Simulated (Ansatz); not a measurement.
# GeH2Cl2 (dichlorogermane): a chain of runs

We compute a series of 40 runs (wB97X-V/def2-SVP, U-wB97X-V/def2-SVP, PBE/def2-TZVP, UPBE/def2-TZVP, B3LYP/def2-TZVP, UB3LYP/def2-TZVP, HF/def2-TZVP, UHF/def2-TZVP, and more) of Cl2GeH2 and its partners. 

The calculation is run with Ansatz 0.2.0.

## Step 1: The system as given

The species is GeH2Cl2 (5 atoms), meant as a singlet with charge 0. SMILES: `[Cl][GeH2][Cl]`. Geometry: relaxed at PBE0-D4/def2-TZVP. The run starts from this shape.

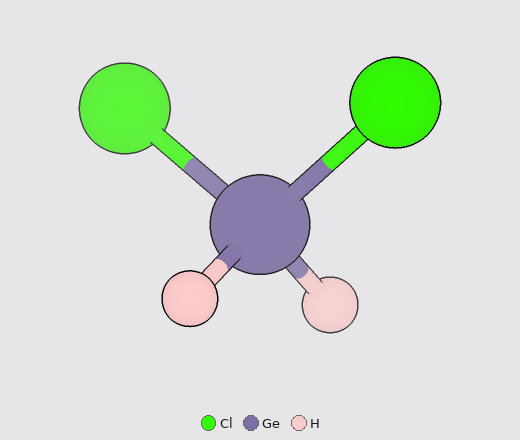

The structure, seen from a chosen angle (chlorine green, germanium purple, hydrogen pink).

## Step 2: A structure relaxation at wB97X-V/def2-SVP (paw set gaussian, start density atoms) (run 1)

job.yaml reads:

```yaml
basis:
  gaussian:
    orbitals: def2-SVP
crystal:
  periodic: [false, false, false]
  atoms:
    - {symbol: Cl, position_ang: [-1.771500, -0.157700, 0.977200]}
    - {symbol: Ge, position_ang: [0.027400, 0.080300, -0.156400]}
    - {symbol: Cl, position_ang: [1.579400, -1.030200, 0.811000]}
    - {symbol: H, position_ang: [-0.198900, -0.525000, -1.541400]}
    - {symbol: H, position_ang: [0.413600, 1.558900, -0.131900]}
hamiltonian:
  xc: {name: wB97X-V}
relax: {}
```

The run is started by

```sh
$ ansatz run job.yaml --threads 1 --pin off --max-ram 3480MiB --events-out events.jsonl --progress --plain --runs-dir runs
```

The log of the run:

```text
Warning: RAYON_NUM_THREADS=1 ignored (pool sized by the plan → 1); use --threads N
The last accepted step is kept in runs//last_step.txt (removed where the run ends without a failure and the disk answers)
[... 46 lines left out ...]
Total energy: -81574.43613258 eV, -2997.8052347334 hartree
[... 5 lines left out ...]
Dipole moment:     0.042077     0.229809    -0.358043 e Å
```

Wall time 35 s (1 thread of Arm Neoverse V1, shared host); peak memory 0.23 GiB.

Step by step:

```csv
step,energy from the first frame kept (eV),largest force (eV/Å)
1,0.0000,0.1295
2,-0.0006,0.0192
3,-0.0006,0.0055
```

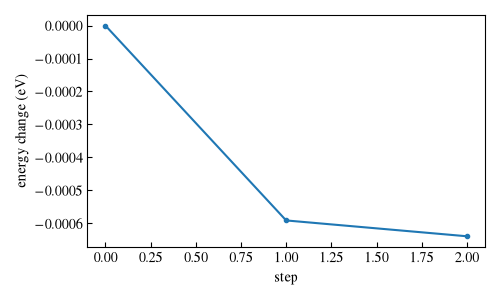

Energy along the run.

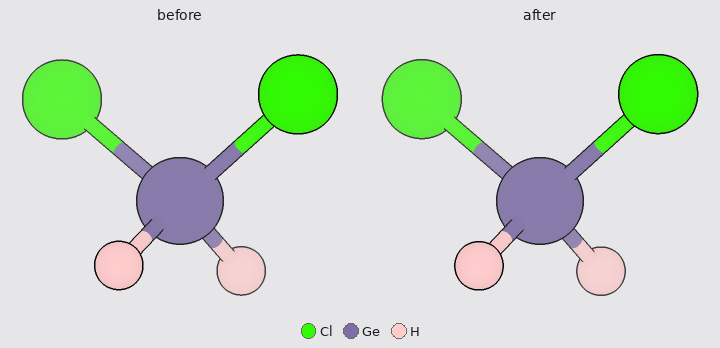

Before and after, at one scale.

After the run. Bond lengths: Cl1–Ge2 2.144 Å, Ge2–Cl3 2.144 Å, Ge2–H4 1.526 Å, Ge2–H5 1.526 Å. Angles: Cl1–Ge2–Cl3 108.1°, Cl1–Ge2–H4 108.3°, Cl1–Ge2–H5 108.3°, Cl3–Ge2–H4 108.3°, Cl3–Ge2–H5 108.3°, H4–Ge2–H5 115.4°.

## Step 3: The doublet cation: a geometry optimisation at U-wB97X-V/def2-SVP (paw set gaussian, start density atoms) (run 2)

in.yaml reads:

```yaml
crystal:
  periodic: [false, false, false]
  atoms:
    - {symbol: Cl, position_ang: [-1.771500, -0.157700, 0.977200]}
    - {symbol: Ge, position_ang: [0.027400, 0.080300, -0.156400]}
    - {symbol: Cl, position_ang: [1.579400, -1.030200, 0.811000]}
    - {symbol: H, position_ang: [-0.198900, -0.525000, -1.541400]}
    - {symbol: H, position_ang: [0.413600, 1.558900, -0.131900]}
basis:
  gaussian:
    orbitals: def2-SVP
relax: {}
hamiltonian:
  xc: {name: wB97X-V}
magnetization:
  spin_polarized: true
  initial_magnetization: 1
total_charge: 1
```

The run is started by

```sh
$ ansatz run in.yaml --threads 1 --pin off --max-ram 3480MiB --events-out events.jsonl --progress --plain --runs-dir runs
```

The log of the run:

```text
Warning: RAYON_NUM_THREADS=1 ignored (pool sized by the plan → 1); use --threads N
[... 1 set-up line as earlier in the session ...]
[... 180 lines left out ...]
Total energy: -81563.11941391 eV, -2997.3893529932 hartree
[... 5 lines left out ...]
Dipole moment:     0.531406     0.067370    -0.330796 e Å
```

It took 9.2 min on 1 thread of Arm Neoverse V1, shared host; peak memory 0.38 GiB.

Step by step:

```csv
step,energy from the first frame kept (eV),largest force (eV/Å)
1,0.0000,0.7696
2,-0.0171,0.3430
3,-0.0221,0.1061
4,-0.0256,0.0331
5,-0.0265,0.0120
6,-0.0266,0.0153
7,-0.0266,0.0356
8,-0.0268,0.0699
9,-0.0278,0.1420
10,-0.0324,0.2786
11,-0.0419,0.5456
12,-0.1152,0.9638
13,-0.0596,1.0370
14,-0.2080,0.9159
15,-0.2059,1.3873
16,-0.2476,0.2228
17,-0.2518,0.2903
18,-0.2531,0.3561
19,-0.2544,0.1639
20,-0.2565,0.0139
21,-0.2565,0.0028
```

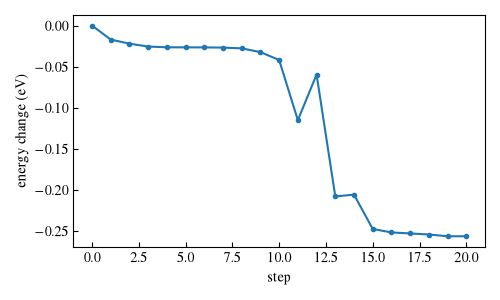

Energy along the run.

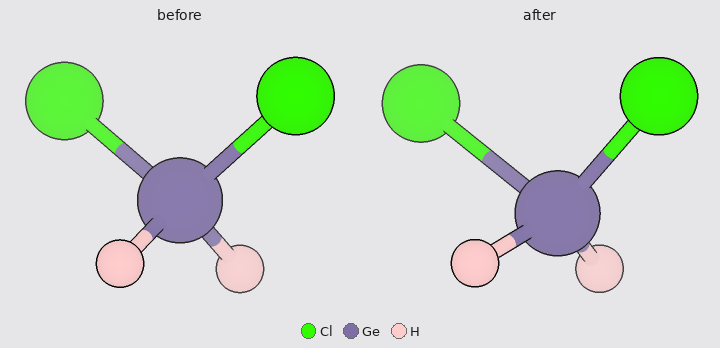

Before and after, at one scale.

After the run. Bond lengths: Cl1–Ge2 2.078 Å, Ge2–Cl3 2.473 Å, Ge2–H4 1.521 Å, Ge2–H5 1.521 Å. Angles: Cl1–Ge2–Cl3 102.9°, Cl1–Ge2–H4 115.8°, Cl1–Ge2–H5 115.8°, Cl3–Ge2–H4 94.2°, Cl3–Ge2–H5 94.1°, H4–Ge2–H5 124.2°.

Runs 3 to 27 aren't shown in full; the table further down has their settings and results.

## Step 4: The doublet cation: the energy at UMP2/def2-TZVP (paw set gaussian, start density atoms) (run 28)

in.yaml reads:

```yaml
basis:
  gaussian:
    orbitals: def2-TZVP
crystal:
  periodic: [false, false, false]
  atoms:
    - symbol: Cl
      position_ang: [-1.788711, -0.173110, 1.006590]
    - symbol: Ge
      position_ang: [-0.179315, 0.205123, -0.252266]
    - symbol: Cl
      position_ang: [1.661907, -1.054603, 0.814950]
    - symbol: H
      position_ang: [-0.140457, -0.606797, -1.537415]
    - symbol: H
      position_ang: [0.496577, 1.555687, -0.073360]
total_charge: 1
magnetization:
  spin_polarized: true
  initial_magnetization: 1
correlation:
  method: mp2
  frozen_orbitals: {Cl: 5, Ge: 9, H: 0}
```

The run is started by

```sh
$ ansatz run in.yaml --threads 1 --pin off --max-ram 3480MiB --events-out events.jsonl --progress --plain --runs-dir runs
```

The log of the run:

```text
Warning: RAYON_NUM_THREADS=1 ignored (pool sized by the plan → 1); use --threads N
Functional definition: HF
  name "HF"
  exchange = exact_x
  correlation = 0
851 factors; integrals over basis functions are off by at most 7.9e-4 eV
mean field evaluation 1: about -81499.4539 eV, gradient 2.2e1 eV
mean field evaluation 2: about -81499.4584 eV, gradient 2.2e1 eV
mean field evaluation 4: about -81504.1141 eV, gradient 5.6e0 eV
mean field evaluation 8: about -81505.4507 eV, gradient 4.5e-1 eV
mean field evaluation 16: about -81505.4544 eV, gradient 3.6e-6 eV
mean field evaluation 32: about -81505.4510 eV, gradient 7.3e-1 eV
mean field evaluation 64: about -81505.4458 eV, gradient 2.0e-1 eV
mean field evaluation 96: about -81503.9861 eV, gradient 3.0e0 eV
mean field evaluation 128: about -81504.1089 eV, gradient 5.6e0 eV
mean field -81505.45436128 eV, -2995.2702013958 hartree, gradient 3.6e-6 eV, S^2 0.760940; 11 other end points of the search recorded, 0 dependent functions left out
19 core orbitals not correlated: weight in the atoms' cores, before any rotation towards them, 1.000 or more for the frozen orbitals, at most 0.000 for the correlated occupied ones
reference -81505.45436128 eV, -2995.2702013958 hartree; 15, 14 occupied and 100, 101 virtual orbitals, 851 factors
second order -15.58207828 eV of doubles, -0.00000000 eV of singles
Total energy: -81521.03643956 eV, -2995.8428322107 hartree
```

It took 42 s on 1 thread of Arm Neoverse V1, shared host; peak memory 0.33 GiB.

Runs 29 to 39 aren't shown in full; the table further down has their settings and results.

## Step 5: GeHCl2: the energy at U-wB97M-V/def2-TZVP (paw set gaussian, start density atoms) (run 40)

job.yaml reads:

```yaml
crystal:
  periodic: [false, false, false]
  atoms:
    - {symbol: Cl, position_ang: [-1.782787, -0.159246, 0.982670]}
    - {symbol: Ge, position_ang: [0.031621, 0.096074, -0.154177]}
    - {symbol: Cl, position_ang: [1.588956, -1.037172, 0.815433]}
    - {symbol: H, position_ang: [-0.201390, -0.532256, -1.553527]}
basis:
  gaussian:
    orbitals: def2-TZVP
hamiltonian:
  xc: {name: wB97M-V}
magnetization:
  spin_polarized: true
  initial_magnetization: 1
```

The run is started by

```sh
$ ansatz run job.yaml --threads 1 --pin off --max-ram 3480MiB --events-out events.jsonl --progress --plain --runs-dir runs
```

The log of the run:

```text
Warning: RAYON_NUM_THREADS=1 ignored (pool sized by the plan → 1); use --threads N
Functional definition: wB97M-V
  name "wB97M-V"
  parameter omega = 0.3/bohr
  parameter cx = 0.15
  parameter cx01 = 1.007
  parameter cx10 = 0.259
  parameter css00 = 0.443
  parameter css04 = -1.437
  parameter css10 = -4.535
  parameter css20 = -3.390
  parameter css43 = 4.278
  parameter cos00 = 1.000
  parameter cos10 = 1.358
  parameter cos20 = 2.924
  parameter cos21 = -8.812
  parameter cos60 = -1.390
  parameter cos61 = 9.142
  parameter b = 6.0
  parameter c = 0.01
  gx(w, u) = 1 - cx + cx01*u + cx10*w
  gss(w, u) = css00 + css04*u^4 + css10*w + css20*w^2 + css43*w^4*u^3
  gos(w, u) = cos00 + cos10*w + (cos20 + cos21*u)*w^2 + (cos60 + cos61*u)*w^6
  exchange = spin_sum(e_x_unif_sr(omega)*gx(b97_w, b97_u_x)) + cx*exact_x_sr(omega) + exact_x_lr(omega)
  correlation = spin_sum(e_c_pw_mod_same_spin*gss(b97_w, b97_u_same))
      + integral(e_c_pw_mod_opposite_spin*gos(b97_w_opposite, b97_u_opposite)) + vv10(b, c)
956 factors; their error is unknown
165 factors; integrals over basis functions are off by at most 5.6e-5 eV
mean field evaluation 1: about -81576.0998 eV, gradient 1.6e1 eV
mean field evaluation 2: about -81576.4587 eV, gradient 1.7e1 eV
mean field evaluation 4: about -81577.2895 eV, gradient 7.5e-1 eV
mean field evaluation 8: about -81577.5004 eV, gradient 3.0e-2 eV
mean field evaluation 16: about -81577.5004 eV, gradient 4.9e-5 eV
mean field -81577.50040910 eV, -2997.9178448188 hartree, gradient 4.9e-5 eV, S^2 0.752773; 0 other end points of the search recorded, 0 dependent functions left out
reference -81577.50044427 eV, -2997.9178461110 hartree; 34, 33 occupied and 94, 95 virtual orbitals, 956 factors
Total energy: -81577.50044427 eV, -2997.9178461110 hartree
```

It took 19 s on 1 thread of Arm Neoverse V1, shared host; peak memory 0.52 GiB.

## Step 6: All runs side by side

```csv
run,level,broken bond,fragment atoms,partner,energy (Eh),wall time
1,"wB97X-V/def2-SVP (paw set gaussian, start density atoms)",–,–,base,-2997.805235,35 s
2,"U-wB97X-V/def2-SVP (paw set gaussian, start density atoms)",–,–,cation,-2997.389353,9.2 min
3,"U-wB97X-V/def2-SVP (paw set gaussian, start density atoms)",–,–,anion,-2997.819370,2.7 min
4,"U-wB97X-V/def2-SVP (paw set gaussian, start density atoms)","(2, 1)","(2, 3, 4, 5)",fragment,-2537.726041,38 s
5,"U-wB97X-V/def2-SVP (paw set gaussian, start density atoms)","(5, 2)","(1, 2, 3, 4)",fragment,-2997.166056,48 s
6,"PBE/def2-TZVP (paw set gaussian, start density atoms)",–,–,base,-2998.017603,2.1 s
7,"UPBE/def2-TZVP (paw set gaussian, start density atoms)",–,–,cation,-2997.614061,25 s
8,"UPBE/def2-TZVP (paw set gaussian, start density atoms)",–,–,anion,-2998.049580,4.5 s
9,"UPBE/def2-TZVP (paw set gaussian, start density atoms)","(2, 1)","(2, 3, 4, 5)",fragment,-2537.904637,2.4 s
10,"UPBE/def2-TZVP (paw set gaussian, start density atoms)","(2, 1)",(1),fragment,-459.958396,0.56 s
11,"UPBE/def2-TZVP (paw set gaussian, start density atoms)","(5, 2)",(5),fragment,-0.499616,0.08 s
12,"UPBE/def2-TZVP (paw set gaussian, start density atoms)","(5, 2)","(1, 2, 3, 4)",fragment,-2997.391016,4.2 s
13,"B3LYP/def2-TZVP (paw set gaussian, start density atoms)",–,–,base,-2998.790464,3.9 s
14,"UB3LYP/def2-TZVP (paw set gaussian, start density atoms)",–,–,cation,-2998.377545,43 s
15,"UB3LYP/def2-TZVP (paw set gaussian, start density atoms)",–,–,anion,-2998.825758,7.5 s
16,"UB3LYP/def2-TZVP (paw set gaussian, start density atoms)","(2, 1)","(2, 3, 4, 5)",fragment,-2538.476359,3.3 s
17,"UB3LYP/def2-TZVP (paw set gaussian, start density atoms)","(2, 1)",(1),fragment,-460.166971,0.32 s
18,"UB3LYP/def2-TZVP (paw set gaussian, start density atoms)","(5, 2)",(5),fragment,-0.502154,0.08 s
19,"UB3LYP/def2-TZVP (paw set gaussian, start density atoms)","(5, 2)","(1, 2, 3, 4)",fragment,-2998.156133,6.3 s
20,"HF/def2-TZVP (paw set gaussian, start density atoms)",–,–,base,-2995.645611,1.8 s
21,"UHF/def2-TZVP (paw set gaussian, start density atoms)",–,–,cation,-2995.270201,26 s
22,"UHF/def2-TZVP (paw set gaussian, start density atoms)",–,–,anion,-2995.653164,3.9 s
23,"UHF/def2-TZVP (paw set gaussian, start density atoms)","(2, 1)","(2, 3, 4, 5)",fragment,-2536.052470,1.5 s
24,"UHF/def2-TZVP (paw set gaussian, start density atoms)","(2, 1)",(1),fragment,-459.476807,0.14 s
25,"UHF/def2-TZVP (paw set gaussian, start density atoms)","(5, 2)",(5),fragment,-0.499810,0.04 s
26,"UHF/def2-TZVP (paw set gaussian, start density atoms)","(5, 2)","(1, 2, 3, 4)",fragment,-2995.036763,3.6 s
27,"MP2/def2-TZVP (paw set gaussian, start density atoms)",–,–,base,-2996.262830,2.8 s
28,"UMP2/def2-TZVP (paw set gaussian, start density atoms)",–,–,cation,-2995.842832,42 s
29,"UMP2/def2-TZVP (paw set gaussian, start density atoms)",–,–,anion,-2996.278647,4.5 s
30,"UMP2/def2-TZVP (paw set gaussian, start density atoms)","(2, 1)","(2, 3, 4, 5)",fragment,-2536.468137,1.7 s
31,"UMP2/def2-TZVP (paw set gaussian, start density atoms)","(2, 1)",(1),fragment,-459.632119,0.18 s
32,"UHF/def2-TZVP (paw set gaussian, start density atoms)","(5, 2)",(5),fragment,-0.499810,0.04 s
33,"UMP2/def2-TZVP (paw set gaussian, start density atoms)","(5, 2)","(1, 2, 3, 4)",fragment,-2995.630386,4.2 s
34,"wB97M-V/def2-TZVP (paw set gaussian, start density atoms)",–,–,base,-2998.547937,14 s
35,"U-wB97M-V/def2-TZVP (paw set gaussian, start density atoms)",–,–,cation,-2998.130761,95 s
36,"U-wB97M-V/def2-TZVP (paw set gaussian, start density atoms)",–,–,anion,-2998.573709,25 s
37,"U-wB97M-V/def2-TZVP (paw set gaussian, start density atoms)","(2, 1)","(2, 3, 4, 5)",fragment,-2538.265103,11 s
38,"U-wB97M-V/def2-TZVP (paw set gaussian, start density atoms)","(2, 1)",(1),fragment,-460.125146,0.99 s
39,"U-wB97M-V/def2-TZVP (paw set gaussian, start density atoms)","(5, 2)",(5),fragment,-0.494111,0.2 s
40,"U-wB97M-V/def2-TZVP (paw set gaussian, start density atoms)","(5, 2)","(1, 2, 3, 4)",fragment,-2997.917846,19 s
```

## Step 7: Summary of results

```
                                                                                                                                            quantity           value
                                                                                                                        GeHCl2, run 40: total energy  -2997.91785 Eh
                                                                                                                                GeHCl2, run 40: ⟨S²⟩           0.753
                           adiabatic electron affinity (to the doublet anion, shapes relaxed at wB97X-V/def2-SVP, no zero-point term), MP2/def2-TZVP        0.430 eV
dissociation energy of the Ge2–Cl1 bond into doublet GeH2Cl and doublet Cl (shapes relaxed at wB97X-V/def2-SVP, no zero-point term), B3LYP/def2-TZVP        4.004 eV
     dissociation energy of the H5–Ge2 bond into doublet H and doublet GeHCl2 (shapes relaxed at wB97X-V/def2-SVP, no zero-point term), HF/def2-TZVP        2.967 eV
dissociation energy of the H5–Ge2 bond into doublet H and doublet GeHCl2 (shapes relaxed at wB97X-V/def2-SVP, no zero-point term), wB97M-V/def2-TZVP        3.700 eV
                                                           adiabatic ionisation energy (to the doublet cation, no zero-point term), wB97X-V/def2-SVP       11.317 eV
                        adiabatic ionisation energy (to the doublet cation, shapes relaxed at wB97X-V/def2-SVP, no zero-point term), B3LYP/def2-TZVP       11.236 eV
                           adiabatic ionisation energy (to the doublet cation, shapes relaxed at wB97X-V/def2-SVP, no zero-point term), HF/def2-TZVP       10.215 eV
                          adiabatic ionisation energy (to the doublet cation, shapes relaxed at wB97X-V/def2-SVP, no zero-point term), MP2/def2-TZVP       11.429 eV
```

What this shows: At MP2/def2-TZVP: the adiabatic electron affinity (to the doublet anion, shapes relaxed at wB97X-V/def2-SVP, no zero-point term) is 0.43 eV (41.5 kJ/mol). At B3LYP/def2-TZVP: the dissociation energy of the Ge2–Cl1 bond into doublet GeH2Cl and doublet Cl (shapes relaxed at wB97X-V/def2-SVP, no zero-point term) is 4.00 eV (386 kJ/mol). At HF/def2-TZVP: the dissociation energy of the H5–Ge2 bond into doublet H and doublet GeHCl2 (shapes relaxed at wB97X-V/def2-SVP, no zero-point term) is 2.97 eV (286 kJ/mol). At wB97M-V/def2-TZVP: the dissociation energy of the H5–Ge2 bond into doublet H and doublet GeHCl2 (shapes relaxed at wB97X-V/def2-SVP, no zero-point term) is 3.70 eV (85 kcal/mol). At wB97X-V/def2-SVP: the adiabatic ionisation energy (to the doublet cation, no zero-point term) is 11.32 eV (1092 kJ/mol). At B3LYP/def2-TZVP: the adiabatic ionisation energy (to the doublet cation, shapes relaxed at wB97X-V/def2-SVP, no zero-point term) is 11.24 eV (259 kcal/mol). Totals of different functionals can't be ranked against each other. All runs together took 20 min, the longest 9.2 min.
